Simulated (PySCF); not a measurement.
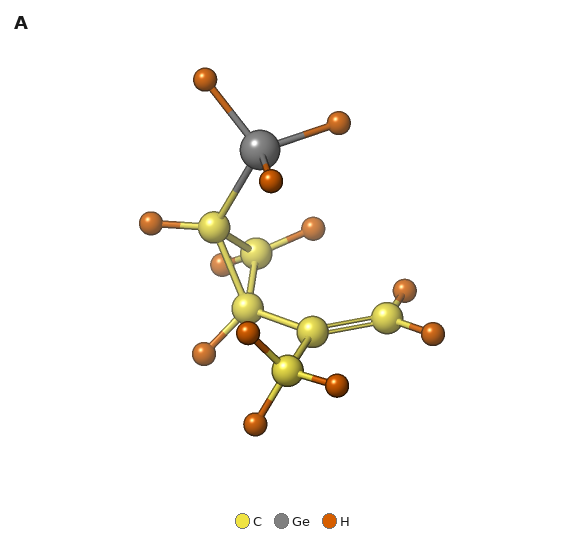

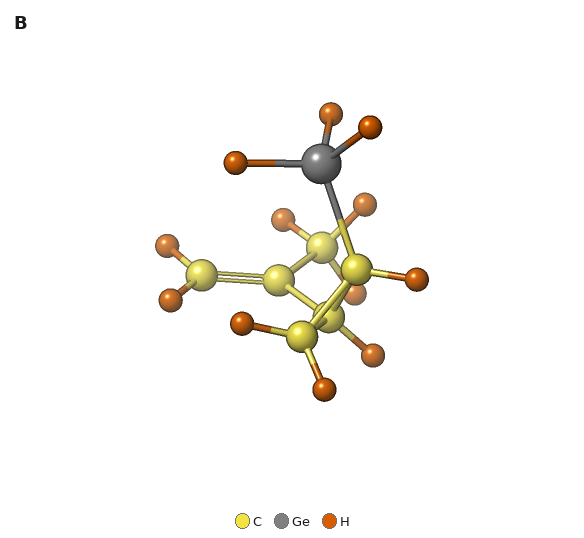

Atoms fade into the background with distance from the viewer. Computed geometry: PBE0-D3(BJ)/def2-SVP optimisation. No frequency run is at hand to confirm it as a minimum.

Q: Can A be turned into B by a rotation alone?

A: Yes. They are the same structure, C6H12Ge (C=C(C)[C@@H]1C[C@@H]1[GeH3]), seen from two directions: a rotation takes one into the other. The geometry is chiral (C1), so its mirror image would differ.
